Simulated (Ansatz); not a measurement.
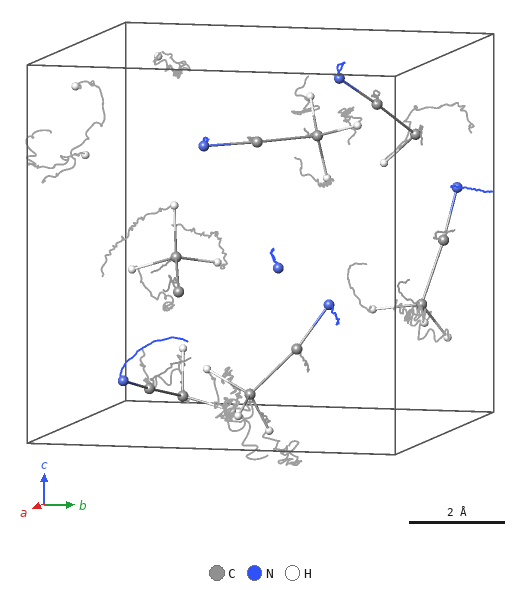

First-principles dynamics of a periodic cell with 6 CH3CN at 0.784 g/cm³, 200 fs long. It starts from the last geometry of an earlier run, with fresh velocities. Lines trace each atom's path, in the colour of its element; spheres stand at the starting positions. Seen slightly off an axis in the simulation cell.

Computed with DFT PBE, scalar-relativistic, plane waves, PAW (Ansatz 0.2.0). Run with plane-wave cutoff 420 eV; k-point mesh 1 × 1 × 1; Fermi-Dirac smearing 0.02 eV; low-accuracy preset; constant energy (NVE); velocities drawn for 300 K; time step 0.5 fs.

How do the atoms move?

Answer. In the second half of the run the atoms are, in the root-mean-square, this far from where they began (common drift taken out): H 1.20 Å, N 0.73 Å, C 0.55 Å. The heavy atoms stay within a fraction of a molecule's size of their starting places, while the hydrogen atoms travel further, as molecules turn; so short a run doesn't tell a liquid from a solid. The mean temperature in the second half is 299 K (standard deviation 25 K). The potential energy in the second half lies on average 0.2 meV per atom above the first frame. The total energy stays between −0.072 and 0.08 meV per atom of its start. A straight-line fit has a slope that amounts to +0.0023 meV per atom over 200 fs (under 0.1 % of the mean kinetic energy), and the ripple about it is 0.8 % of the kinetic energy's fluctuation. With a drift under 2 % and a ripple under 7 %, the integration is accurate.

Limits of the set-up: the program's low-accuracy preset was used; the periodic images lie only 8.1 Å apart, so the values are limited by the cell's size.

The run took 14 min on 1 thread of Arm Neoverse V2 (shared host), peak memory 0.48 GiB.
